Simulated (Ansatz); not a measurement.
# triplet SnO at 6 levels

We compute a comparison of 6 runs (U-wB97X/STO-3G, UB3LYP/STO-3G, UBHLYP/STO-3G, UBCCD(T)/STO-3G, UCCSDT(Q)/STO-3G, UCCSDTQ/STO-3G) of triplet SnO. 

The results are computed with Ansatz 0.2.0.

53 further runs of the same task are left out: 19 that didn't finish, 34 set aside as unsound or not needed.

## Step 1: The molecule

SnO: 2 atoms, total charge 0, spin state triplet. SMILES of the parent species: `[O]=[Sn]`. The coordinates come from a PBE0-D4/def2-TZVP relaxation. That shape belongs to the parent species and isn't relaxed for this state.

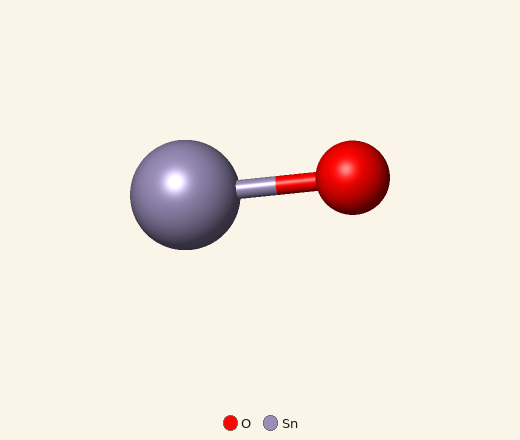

Viewed from a chosen angle; oxygen red, tin purple.

## Step 2: A single-point energy at U-wB97X/STO-3G (run 1)

Input file molecule.yaml:

```yaml
crystal:
  periodic: [false, false, false]
  atoms:
    - symbol: O
      position_ang: [-0.000000, 0.000000, -0.007080]
    - symbol: Sn
      position_ang: [0.000000, -0.000000, 1.810660]
basis:
  gaussian:
    orbitals: STO-3G
magnetization:
  spin_polarized: true
  initial_magnetization: 2
hamiltonian:
  xc: {name: wB97X}
accuracy: high
```

Launch:

```
$ ansatz run molecule.yaml --threads 1 --pin off --max-ram 3480MiB --events-out events.jsonl --progress --plain --runs-dir runs
```

The program printed:

```text
Warning: RAYON_NUM_THREADS=1 ignored (pool sized by the plan → 1); use --threads N
Functional definition: wB97X
  name "wB97X"
  parameter omega = 0.3/bohr
  parameter cx = 0.157706
  parameter cx1 = 0.726479
  parameter cx2 = 1.04760
  parameter cx3 = -5.70635
  parameter cx4 = 13.2794
  parameter css1 = -4.33879
  parameter css2 = 18.2308
  parameter css3 = -31.7430
  parameter css4 = 17.2901
  parameter cos1 = 2.37031
  parameter cos2 = -11.3995
  parameter cos3 = 6.58405
  parameter cos4 = -3.78132
  exchange = spin_sum(e_x_unif_sr(omega)*poly(b97_u_x, 1 - cx, cx1, cx2, cx3, cx4)) + cx*exact_x_sr(omega)
      + exact_x_lr(omega)
  correlation = spin_sum(e_c_pw_same_spin*poly(b97_u_same, 1, css1, css2, css3, css4))
      + integral(e_c_pw_opposite_spin*poly(b97_u_opposite, 1, cos1, cos2, cos3, cos4))
568 factors; integrals over basis functions are off by at most 5.0e-9 eV
117 factors; integrals over basis functions are off by at most 7.4e-10 eV
mean field evaluation 1: about -164338.7314 eV, gradient 1.9e1 eV
mean field evaluation 2: about -164322.2992 eV, gradient 5.7e1 eV
mean field evaluation 4: about -164342.4491 eV, gradient 6.0e-1 eV
mean field evaluation 8: about -164342.4608 eV, gradient 8.2e-2 eV
mean field evaluation 16: about -164342.4611 eV, gradient 2.9e-4 eV
mean field evaluation 32: about -164342.4948 eV, gradient 5.1e-1 eV
mean field evaluation 64: about -164342.4967 eV, gradient 5.0e-3 eV
mean field -164342.91528530 eV, -6039.4907411058 hartree, gradient 1.8e-8 eV, S^2 2.005223; 5 other end points of the search recorded, 0 dependent functions left out
reference -164342.91528431 eV, -6039.4907410695 hartree; 30, 28 occupied and 2, 4 virtual orbitals, 568 factors
Total energy: -164342.91528431 eV, -6039.4907410695 hartree
```

Wall time 37 s (1 thread of Arm Neoverse V2, shared host); peak memory 0.35 GiB.

## Step 3: The energy at UB3LYP/STO-3G (run 2)

Input file input.yaml:

```yaml
basis:
  gaussian:
    orbitals: STO-3G
crystal:
  periodic: [false, false, false]
  atoms:
    - {symbol: O, position_ang: [-0.000000, 0.000000, -0.007080]}
    - {symbol: Sn, position_ang: [0.000000, -0.000000, 1.810660]}
magnetization:
  spin_polarized: true
  initial_magnetization: 2
hamiltonian:
  xc: {name: B3LYP}
accuracy: high
```

Launch:

```
$ ansatz run input.yaml --threads 1 --pin off --max-ram 3480MiB --events-out events.jsonl --progress --plain --runs-dir runs
```

The program printed:

```text
Warning: RAYON_NUM_THREADS=1 ignored (pool sized by the plan → 1); use --threads N
Functional definition: B3LYP
  name "B3LYP"
  parameter a0 = 0.2
  parameter ax = 0.72
  parameter ac = 0.81
  exchange = (1 - a0 - ax)*slater_x + ax*b88_x + a0*exact_x
  correlation = (1 - ac)*vwn_rpa_c + ac*lyp_c
568 factors; integrals over basis functions are off by at most 5.0e-9 eV
mean field evaluation 1: about -164334.6244 eV, gradient 2.1e1 eV
mean field evaluation 2: about -164274.3509 eV, gradient 7.9e1 eV
mean field evaluation 4: about -164338.6211 eV, gradient 5.5e-1 eV
mean field evaluation 8: about -164338.6226 eV, gradient 1.7e-1 eV
mean field evaluation 16: about -164338.6228 eV, gradient 1.3e-5 eV
mean field evaluation 32: about -164338.6375 eV, gradient 6.0e-1 eV
mean field -164338.78297704 eV, -6039.3388815782 hartree, gradient 8.7e-9 eV, S^2 2.004344; 3 other end points of the search recorded, 0 dependent functions left out
reference -164338.78299925 eV, -6039.3388823947 hartree; 30, 28 occupied and 2, 4 virtual orbitals, 568 factors
Total energy: -164338.78299925 eV, -6039.3388823947 hartree
```

Run time: 5.4 s. Hardware: 1 thread of Arm Neoverse V2, shared host; peak memory 0.15 GiB.

Run 3 isn't shown in full; the table further down has it.

## Step 4: A single-point energy at UBCCD(T)/STO-3G (run 4)

Input file job.yaml:

```yaml
crystal:
  periodic: [false, false, false]
  atoms:
    - {symbol: O, position_ang: [-0.000000, 0.000000, -0.007080]}
    - {symbol: Sn, position_ang: [0.000000, -0.000000, 1.810660]}
basis:
  gaussian:
    orbitals: STO-3G
magnetization:
  spin_polarized: true
  initial_magnetization: 2
correlation:
  method: bccd_t
  frozen_orbitals: {O: 1, Sn: 18}
accuracy: high
scf:
  omitted_lower_state_checks: [cluster_reference, increment]
```

Launch:

```
$ ansatz run job.yaml --threads 1 --pin off --max-ram 3480MiB --events-out events.jsonl --progress --plain --runs-dir runs
```

The program printed:

```text
Warning: RAYON_NUM_THREADS=1 ignored (pool sized by the plan → 1); use --threads N
[... 18 lines left out ...]
19 core orbitals not correlated: weight in the atoms' cores, before any rotation towards them, 1.000 or more for the frozen orbitals, at most 0.000 for the correlated occupied ones
[... 44 lines left out ...]
Total energy: -164277.78505092 eV, -6037.0972491392 hartree
Checks for a lower state left out: cluster_reference, increment
```

Wall time 3.3 s (1 thread of Arm Neoverse V2, shared host); peak memory 0.11 GiB.

Run 5 isn't shown in full; the table further down has it.

## Step 5: The energy at UCCSDTQ/STO-3G (run 6)

Input file in.yaml:

```yaml
basis:
  gaussian:
    orbitals: STO-3G
crystal:
  periodic: [false, false, false]
  atoms:
    - {symbol: O, position_ang: [-0.000000, 0.000000, -0.007080]}
    - {symbol: Sn, position_ang: [0.000000, -0.000000, 1.810660]}
magnetization:
  spin_polarized: true
  initial_magnetization: 2
correlation:
  method: ccsdtq
  frozen_orbitals: {O: 1, Sn: 18}
accuracy: high
scf:
  omitted_lower_state_checks: [cluster_reference, increment]
```

Launch:

```
$ ansatz run in.yaml --threads 1 --pin off --max-ram 3480MiB --events-out events.jsonl --progress --plain --runs-dir runs
```

The program printed:

```text
Warning: RAYON_NUM_THREADS=1 ignored (pool sized by the plan → 1); use --threads N
[... 18 lines left out ...]
19 core orbitals not correlated: weight in the atoms' cores, before any rotation towards them, 1.000 or more for the frozen orbitals, at most 0.000 for the correlated occupied ones
[... 46 lines left out ...]
WARN: these amplitudes may be one of several solutions (largest doubles amplitude 0.75, level shift 0.00 eV)
Total energy: -164277.95911053 eV, -6037.1036457121 hartree
Checks for a lower state left out: cluster_reference, increment
```

It took 92 s on 1 thread of Arm Neoverse V2, shared host; peak memory 0.67 GiB.

## Step 6: The series

| run | level | frozen core orbitals | energy (Eh) | ⟨S²⟩ | wall time |
| --- | --- | --- | --- | --- | --- |
| 1 | U-wB97X/STO-3G | – | -6039.490741 | 2.005 | 37 s |
| 2 | UB3LYP/STO-3G | – | -6039.338882 | 2.004 | 5.4 s |
| 3 | UBHLYP/STO-3G | – | -6039.513636 | 2.006 | 5.1 s |
| 4 | UBCCD(T)/STO-3G | 19 | -6037.097249 | 2.009 | 3.3 s |
| 5 | UCCSDT(Q)/STO-3G | 19 | -6037.103887 | 2.009 | 5.7 s |
| 6 | UCCSDTQ/STO-3G | 19 | -6037.103646 | 2.009 | 92 s |

## Step 7: Results

| quantity | value |
| --- | --- |
| run 6: total energy | -6037.10365 Eh |
| run 6: correlation energy (19 core orbitals frozen) | -62.9 mEh |
| run 6: ⟨S²⟩ of the reference determinant | 2.009 |
| run 6: T1 diagnostic | 0.028 |

What this shows: Totals of different functionals can't be ranked against each other. In runs 1, 2, 3, 4, 5, 6 the basis is minimal, so the values are rough. In runs 1, 2, 3, 4, 5, 6 relativity is left out where basis or elements ask for it. All runs together took 2.5 min, the longest 92 s.
